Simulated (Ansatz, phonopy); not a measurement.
# LiH (Fm-3m): a volume series of phonon spectra, part 3 of 3

Which modes of LiH drive its thermal expansion?

What experiment has found for this phase:
- heat capacity C_P per formula unit 28.1 J/mol/K and bulk modulus 33.7 GPa near room temperature (given in “High-Throughput Prediction of Finite-Temperature Properties using the Quasi-Harmonic Approximation”, 2016, arXiv:1603.06924)

Ansatz 0.2.0; DFT LDA, scalar-relativistic, plane waves, PAW.

So far. Step 10 (Phonons, V/V0 0.985): No mode is imaginary beyond numerical noise at the solved wavevectors. The highest zone-centre mode (no LO–TO term) moved by +2.3 % for a volume change of -1.5 %. Step 11 (Single point at a scaled cell, V/V0 1.03): The run ends at a pressure of -1.14 GPa.

The database entry behind the starting cell differs from later determinations by our own check (the deuteride, about 0.2 % short), so it need not match the best structure at ambient conditions.

## (12) Lattice dynamics at this volume, V/V0 1.03

The same q-mesh and k-mesh are kept at every volume, so that much of their error can cancel in the differences.

Contents of input.yaml:

```yaml
crystal:
  lattice:
    - [0.0, 1.9738161411, 1.9738161411]
    - [1.9738161411, 0.0, 1.9738161411]
    - [1.9738161411, 1.9738161411, 0.0]
  atoms:
    - { symbol: Li, position: [0.0, 0.0, 0.0] }
    - { symbol: H, position: [0.5, 0.5, 0.5] }
kpoints:
  mp_grid: { grid: [12, 12, 12] }
hamiltonian:
  xc: lda
scf:
  occupations: { method: fixed }
output:
  eigenvalues: true
phonons:
  method: dfpt
  dielectric: true
  rigid_motions: translations
  qmesh: [4, 4, 4]
  temperatures: { t_max: 1000, t_step: 50 }
  qpath:
    path:
      - [[0.0, 0.0, 0.0], [0.5, 0.0, 0.5], [0.625, 0.25, 0.625]]
      - [[0.375, 0.375, 0.75], [0.0, 0.0, 0.0], [0.5, 0.5, 0.5], [0.5, 0.25, 0.75], [0.5, 0.0, 0.5]]
    npoints: 10
```

Started as:

```sh
$ ansatz run input.yaml --threads 4 --pin off --max-ram 16384MiB --backend cpu --events-out ev --progress --plain --runs-dir out
```

The log of the run:

```text
[...]
Crystal: 2 atoms, lattice volume = 15.380 Å³
Basis set: ecut = 420 eV, 307 PW (Γ), exchange–correlation on 40×40×40 points (8 copies of the dense FFT grid, shifted against one another)
Bands: 6, of which v1, the nominal top of the filled ones, is band 2 counted from 1 (1 counted from 0)
Symmetry: 48 space group operations
k-points: 163 of 1728 (irreducible under 8 space group operations, time reversal used)
[...]
optical modes at Γ + LO–TO along q̂ = [0.0000, 1.0000, 0.0000]:
      ω (cm⁻¹)  modes    IR ((D/Å)²/amu)
        619.36      2            55.1777
       1078.57      1            27.5889
  optical modes at Γ + LO–TO along q̂ = [0.0000, 0.0000, 1.0000]:
      ω (cm⁻¹)  modes    IR ((D/Å)²/amu)
        619.36      2            55.1777
       1078.57      1            27.5889
--- Phonons (arbitrary-q DFPT): 8 irreducible q on the 4×4×4 mesh ---
[...]
interpolated dispersion: 63 rows × 6 modes
[...]
[key lines of the parts left out:]
SCF converged after 6 iterations
Free energy (F): -218.212847 eV
Fermi energy:    0.973955 eV
```

Elapsed: 18 s, on 4 threads of Intel Xeon Platinum 8375C at 2.90GHz (Ice Lake), shared host; peak memory 0.68 GiB; 65 s of CPU time.

LO-TO term included. The phonon branches at the labelled points (cm⁻¹):

| point | branch 1 | branch 2 | branch 3 | branch 4 | branch 5 | branch 6 |
| --- | --- | --- | --- | --- | --- | --- |
| Γ | 0 | 0 | 0 | 619 | 619 | 1079 |
| X | 327 | 327 | 433 | 836 | 836 | 1026 |
| U | 322 | 400 | 408 | 834 | 938 | 973 |
| jump to K | 322 | 400 | 408 | 834 | 938 | 973 |
| Γ | 0 | 0 | 0 | 619 | 619 | 1079 |
| L | 288 | 288 | 527 | 807 | 807 | 1055 |
| W | 362 | 389 | 389 | 889 | 936 | 936 |
| X | 327 | 327 | 433 | 836 | 836 | 1026 |

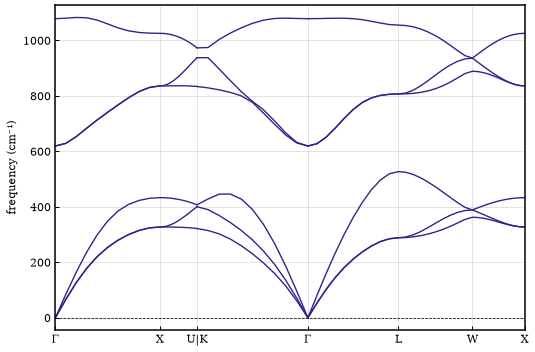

Phonon branches along the path.

No mode is imaginary beyond numerical noise at the solved wavevectors. The highest zone-centre mode (no LO–TO term) moved by -4.4 % for a volume change of +3.0 %.

## (13) A cell at another volume, V/V0 0.97

Symmetry fixes every atom, so a single point at the scaled cell gives the energy and pressure of this member.

input.yaml, the sections that differ from step 12:

```yaml
crystal:
  lattice:
    - [0.0, 1.9347203482, 1.9347203482]
    - [1.9347203482, 0.0, 1.9347203482]
    - [1.9347203482, 1.9347203482, 0.0]
  atoms:
    - { symbol: Li, position: [0.0, 0.0, 0.0] }
    - { symbol: H, position: [0.5, 0.5, 0.5] }
output:
  forces: true
  stress: true
  eigenvalues: true
# kpoints, hamiltonian, scf: as in step 12
# phonons: removed
```

The log of the run:

```text
[...]
Crystal: 2 atoms, lattice volume = 14.484 Å³
Basis set: ecut = 420 eV, 283 PW (Γ)
Bands: 6, of which v1, the nominal top of the filled ones, is band 2 counted from 1 (1 counted from 0)
Symmetry: 48 space group operations
[...]
k-points: 72 of 1728
[...]
Free energy (F): -218.212715 eV
[...]
Internal energy: -218.212715 eV  (E = F + TS)
E sigma→0 (E₀):  -218.212715 eV
Fermi energy:    1.322656 eV
[...]
--- Stress (GPa, compression-positive) ---
        1.299437      -0.000000       0.000000
       -0.000000       1.299437       0.000000
        0.000000       0.000000       1.299437
  P = ⅓ Tr σ = 1.2994 GPa (12.994 kbar)
--- Band table (eV; the first three rows and the last of 72) ---
[...]
[key lines of the parts left out:]
SCF converged after 6 iterations
```

Wall time 0.22 s (4 threads); peak memory 0.31 GiB.

The run ends at a pressure of 1.30 GPa.

## (14) Lattice dynamics at this volume, V/V0 0.97

Phonons at this volume give one point of F(V, T); meshes stay fixed along the series.

input.yaml, the sections that differ from step 13:

```yaml
output:
  eigenvalues: true
phonons:
  method: dfpt
  dielectric: true
  rigid_motions: translations
  qmesh: [4, 4, 4]
  temperatures: { t_max: 1000, t_step: 50 }
  qpath:
    path:
      - [[0.0, 0.0, 0.0], [0.5, 0.0, 0.5], [0.625, 0.25, 0.625]]
      - [[0.375, 0.375, 0.75], [0.0, 0.0, 0.0], [0.5, 0.5, 0.5], [0.5, 0.25, 0.75], [0.5, 0.0, 0.5]]
    npoints: 10
# crystal, kpoints, hamiltonian, scf: as in step 13
```

The log of the run:

```text
[...]
Crystal: 2 atoms, lattice volume = 14.484 Å³
Basis set: ecut = 420 eV, 283 PW (Γ), exchange–correlation on 40×40×40 points (8 copies of the dense FFT grid, shifted against one another)
Bands: 6, of which v1, the nominal top of the filled ones, is band 2 counted from 1 (1 counted from 0)
Symmetry: 48 space group operations
k-points: 163 of 1728 (irreducible under 8 space group operations, time reversal used)
[...]
optical modes at Γ + LO–TO along q̂ = [0.0000, 1.0000, 0.0000]:
      ω (cm⁻¹)  modes    IR ((D/Å)²/amu)
        677.93      2            54.8096
       1121.22      1            27.4048
  optical modes at Γ + LO–TO along q̂ = [0.0000, 0.0000, 1.0000]:
      ω (cm⁻¹)  modes    IR ((D/Å)²/amu)
        677.93      2            54.8096
       1121.22      1            27.4048
--- Phonons (arbitrary-q DFPT): 8 irreducible q on the 4×4×4 mesh ---
[...]
interpolated dispersion: 63 rows × 6 modes
[...]
[key lines of the parts left out:]
SCF converged after 6 iterations
Free energy (F): -218.212715 eV
Fermi energy:    1.322656 eV
```

Elapsed: 18 s, on 4 threads; peak memory 0.65 GiB.

LO-TO term included. The phonon branches at the labelled points (cm⁻¹):

| point | branch 1 | branch 2 | branch 3 | branch 4 | branch 5 | branch 6 |
| --- | --- | --- | --- | --- | --- | --- |
| Γ | 0 | 0 | 0 | 678 | 678 | 1121 |
| X | 346 | 346 | 468 | 888 | 888 | 1071 |
| U | 344 | 424 | 438 | 888 | 987 | 1020 |
| jump to K | 344 | 424 | 438 | 888 | 987 | 1020 |
| Γ | 0 | 0 | 0 | 678 | 678 | 1121 |
| L | 311 | 311 | 553 | 865 | 865 | 1100 |
| W | 386 | 416 | 416 | 941 | 985 | 985 |
| X | 346 | 346 | 468 | 888 | 888 | 1071 |

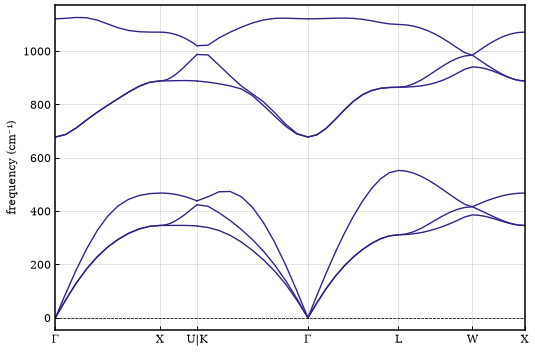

Phonon branches along the path.

No mode is imaginary beyond numerical noise at the solved wavevectors. The highest zone-centre mode (no LO–TO term) moved by +4.6 % for a volume change of -3.0 %.

## (15) Single point at a scaled cell, V/V0 1.05

Symmetry fixes every atom, so a single point at the scaled cell gives the energy and pressure of this member.

The cell differs from the one that the last finished run ended in (a 2.736 → 2.809 Å, b 2.736 → 2.809 Å, c 2.736 → 2.809 Å).

input.yaml, the sections that differ from step 14:

```yaml
crystal:
  lattice:
    - [0.0, 1.9865098413, 1.9865098413]
    - [1.9865098413, 0.0, 1.9865098413]
    - [1.9865098413, 1.9865098413, 0.0]
  atoms:
    - { symbol: Li, position: [0.0, 0.0, 0.0] }
    - { symbol: H, position: [0.5, 0.5, 0.5] }
output:
  forces: true
  stress: true
  eigenvalues: true
# kpoints, hamiltonian, scf: as in step 14
# phonons: removed
```

The log of the run:

```text
[...]
Crystal: 2 atoms, lattice volume = 15.678 Å³
Basis set: ecut = 420 eV, 331 PW (Γ)
Bands: 6, of which v1, the nominal top of the filled ones, is band 2 counted from 1 (1 counted from 0)
Symmetry: 48 space group operations
[...]
k-points: 72 of 1728
[...]
Free energy (F): -218.210087 eV
[...]
Internal energy: -218.210087 eV  (E = F + TS)
E sigma→0 (E₀):  -218.210087 eV
Fermi energy:    0.866874 eV
[...]
--- Stress (GPa, compression-positive) ---
       -1.825518       0.000000      -0.000000
       -0.000000      -1.825518      -0.000000
       -0.000000      -0.000000      -1.825518
  P = ⅓ Tr σ = -1.8255 GPa (-18.255 kbar)
--- Band table (eV; the first three rows and the last of 72) ---
[...]
[key lines of the parts left out:]
SCF converged after 6 iterations
```

The job ended after 0.25 s (4 threads; peak memory 0.31 GiB; 0.59 s of CPU time).

The run ends at a pressure of -1.83 GPa.

## (16) Phonons, V/V0 1.05

Phonons at this volume give one point of F(V, T); meshes stay fixed along the series.

input.yaml, the sections that differ from step 15:

```yaml
output:
  eigenvalues: true
phonons:
  method: dfpt
  dielectric: true
  rigid_motions: translations
  qmesh: [4, 4, 4]
  temperatures: { t_max: 1000, t_step: 50 }
  qpath:
    path:
      - [[0.0, 0.0, 0.0], [0.5, 0.0, 0.5], [0.625, 0.25, 0.625]]
      - [[0.375, 0.375, 0.75], [0.0, 0.0, 0.0], [0.5, 0.5, 0.5], [0.5, 0.25, 0.75], [0.5, 0.0, 0.5]]
    npoints: 10
# crystal, kpoints, hamiltonian, scf: as in step 15
```

The log of the run:

```text
[...]
Crystal: 2 atoms, lattice volume = 15.678 Å³
Basis set: ecut = 420 eV, 331 PW (Γ), exchange–correlation on 40×40×40 points (8 copies of the dense FFT grid, shifted against one another)
Bands: 6, of which v1, the nominal top of the filled ones, is band 2 counted from 1 (1 counted from 0)
Symmetry: 48 space group operations
k-points: 163 of 1728 (irreducible under 8 space group operations, time reversal used)
[...]
optical modes at Γ + LO–TO along q̂ = [0.0000, 1.0000, 0.0000]:
      ω (cm⁻¹)  modes    IR ((D/Å)²/amu)
        600.57      2            55.3552
       1065.46      1            27.6776
  optical modes at Γ + LO–TO along q̂ = [0.0000, 0.0000, 1.0000]:
      ω (cm⁻¹)  modes    IR ((D/Å)²/amu)
        600.57      2            55.3552
       1065.46      1            27.6776
--- Phonons (arbitrary-q DFPT): 8 irreducible q on the 4×4×4 mesh ---
[...]
interpolated dispersion: 63 rows × 6 modes
[...]
[key lines of the parts left out:]
SCF converged after 6 iterations
Free energy (F): -218.210087 eV
Fermi energy:    0.866874 eV
```

It took 19 s on 4 threads; peak memory 0.67 GiB.

LO-TO term included. Phonon branches along the path, in cm⁻¹:

| point | branch 1 | branch 2 | branch 3 | branch 4 | branch 5 | branch 6 |
| --- | --- | --- | --- | --- | --- | --- |
| Γ | 0 | 0 | 0 | 601 | 601 | 1066 |
| X | 321 | 321 | 422 | 820 | 820 | 1012 |
| U | 314 | 393 | 397 | 817 | 922 | 959 |
| jump to K | 314 | 393 | 397 | 817 | 922 | 959 |
| Γ | 0 | 0 | 0 | 601 | 601 | 1066 |
| L | 281 | 281 | 519 | 789 | 789 | 1042 |
| W | 355 | 380 | 380 | 873 | 921 | 921 |
| X | 321 | 321 | 422 | 820 | 820 | 1012 |

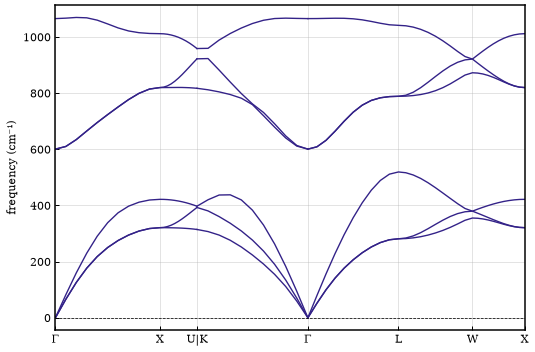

Phonon branches along the path.

No mode is imaginary beyond numerical noise at the solved wavevectors. The highest zone-centre mode (no LO–TO term) moved by -7.3 % for a volume change of +5.0 %.

## (17) Mode Grüneisen parameters

This step: DFT LDA, scalar-relativistic, plane waves, PAW (phonopy 4.10.0).

Numbers from this step:

```
share of modes with a negative Grüneisen parameter : 0
```

Mean Grüneisen, by row:

| T (K) | heat-capacity-weighted mean | root mean square |
| --- | --- | --- |
| 50 | 1.024 | 1.07 |
| 100 | 1.081 | 1.104 |
| 200 | 1.08 | 1.097 |
| 300 | 1.065 | 1.082 |
| 500 | 1.043 | 1.061 |
| 800 | 1.03 | 1.049 |

The mean mode Grueneisen parameter by wavenumber:

| wavenumber (cm⁻¹) | mean mode Grueneisen parameter |
| --- | --- |
| 18 | - |
| 92 | 0.904 |
| 129 | 0.966 |
| 203 | 1.04 |
| 276 | 1.11 |
| 350 | 1.07 |
| 387 | 1.09 |
| 460 | 1.03 |
| 534 | 0.821 |
| 571 | - |
| 645 | 1.49 |
| 718 | 1.36 |
| 755 | 1.29 |
| 829 | 1.13 |
| 903 | 0.953 |
| 976 | 0.815 |
| 1013 | 0.765 |
| 1087 | 0.674 |

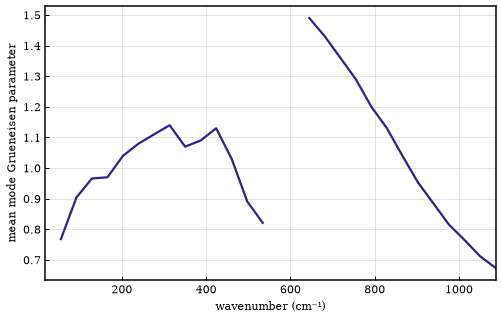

Mean mode Grueneisen parameter, plotted against wavenumber.

Volume series, by row:

| V/V0 | V (Å³/atom) | pressure (GPa) | E - E0 (meV/atom) | gap (eV) | zero-point energy (meV/atom) | lowest on the path (cm⁻¹) | highest at Gamma without the LO-TO term (cm⁻¹) |
| --- | --- | --- | --- | --- | --- | --- | --- |
| 0.97 | 7.242 | 1.299 | 0.886 | 2.506 | 121.2 | 0 | 677.9 |
| 0.985 | 7.354 | 0.628 | 0.222 | 2.524 | 119.4 | 0 | 662.9 |
| 1 | 7.466 | -0.001 | 0 | 2.54 | 117.7 | 0 | 648.2 |
| 1.015 | 7.578 | -0.59 | 0.206 | 2.555 | 115.9 | 0 | 633.6 |
| 1.03 | 7.69 | -1.142 | 0.82 | 2.57 | 114.3 | 0 | 619.4 |
| 1.05 | 7.839 | -1.826 | 2.2 | 2.589 | 112.1 | 0 | 600.6 |

Table of optical frequency at Gamma without the LO-TO term, mode 4 by V/V0:

| V/V0 | optical frequency at Gamma without the LO-TO term, mode 4 (cm⁻¹) |
| --- | --- |
| 0.9700 | 678 |
| 0.9850 | 663 |
| 1.0000 | 648 |
| 1.0150 | 634 |
| 1.0300 | 619 |
| 1.0500 | 601 |

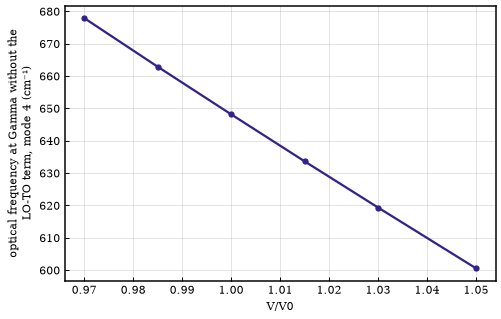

Optical frequency at Gamma without the LO-TO term, mode 4, plotted against V/V0.

Grüneisen at points, by row:

| point | branch | frequency (cm⁻¹) | mode Grüneisen parameter |
| --- | --- | --- | --- |
| Γ | 4 | 648.2 | 1.5 |
| Γ | 6 | 1100 | 0.64 |
| X | 1 | 336.8 | 0.94 |
| X | 3 | 450.5 | 1.28 |
| X | 4 | 861.6 | 1.01 |
| X | 6 | 1048 | 0.72 |
| U | 1 | 333 | 1.12 |
| U | 2 | 411.9 | 0.95 |
| U | 3 | 422.9 | 1.21 |
| U | 4 | 860.4 | 1.05 |
| U | 5 | 961.9 | 0.86 |
| U | 6 | 996.1 | 0.79 |
| K | 1 | 333 | 1.12 |
| K | 2 | 411.9 | 0.95 |
| K | 3 | 422.9 | 1.21 |
| K | 4 | 860.4 | 1.05 |
| K | 5 | 961.9 | 0.86 |
| K | 6 | 996.1 | 0.79 |
| L | 1 | 299.6 | 1.26 |
| L | 3 | 539.5 | 0.79 |
| L | 4 | 835.2 | 1.15 |
| L | 6 | 1077 | 0.69 |
| W | 1 | 373.8 | 1.03 |
| W | 2 | 402.6 | 1.13 |
| W | 4 | 914.3 | 0.95 |
| W | 5 | 960 | 0.85 |

## (18) Quasi-harmonic fit by phonopy

Table of energy (each curve on its own zero) by volume; values in meV/atom:

| volume (Å³/atom) | static | F at 0 K | F at 300 K | F at 600 K |
| --- | --- | --- | --- | --- |
| 7.242 | 0.89 | 5.29 | 6.02 | 8.18 |
| 7.354 | 0.22 | 2.85 | 3.3 | 4.62 |
| 7.466 | 0 | 0.9 | 1.07 | 1.55 |
| 7.578 | 0.21 | -0.61 | -0.72 | -1.09 |
| 7.690 | 0.82 | -1.66 | -2.07 | -3.29 |
| 7.839 | 2.2 | -2.45 | -3.26 | -5.64 |

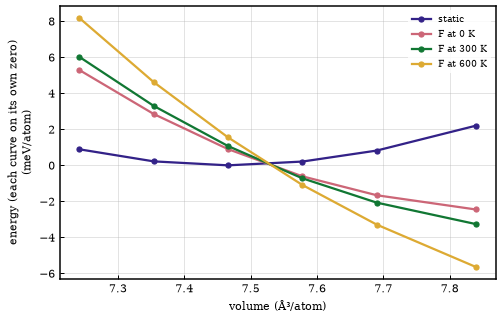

Energy (each curve on its own zero) against volume.

## (19) What came out

```json
{"mean mode Grüneisen parameter at 300 K": "1.06"}
```

The free-energy minimum reaches the edge of the computed volumes already at low temperature, so no expansion is given. The heat-capacity-weighted Grüneisen parameter goes from 1.02 at 50 K to 1.03 at 800 K. Weighting γ by the density of states and each mode's heat capacity at 300 K, modes below 370 cm⁻¹ give about 53 % of the sum of γC that drives the expansion, those up to 740 cm⁻¹ 26 % and the rest 22 %. Among the labelled points γ is largest for branch 4 at Γ (648 cm⁻¹, 1.5) and smallest for branch 6 at Γ (1100 cm⁻¹, 0.64).

[Logs are printed without paths, hosts, clocks, repeated set-up lines and the standing remarks that a program may print on its own settings, such as how far it seeks lower states.]

[Hosts, paths, dates, database ids (printed as entryN), source tags and the programs' standing remarks are cut or masked in the printed files.]

[A step with changed settings may run another functional than the one named; its input shows which.]

[Of the runs on displaced cells, only some may be shown.]
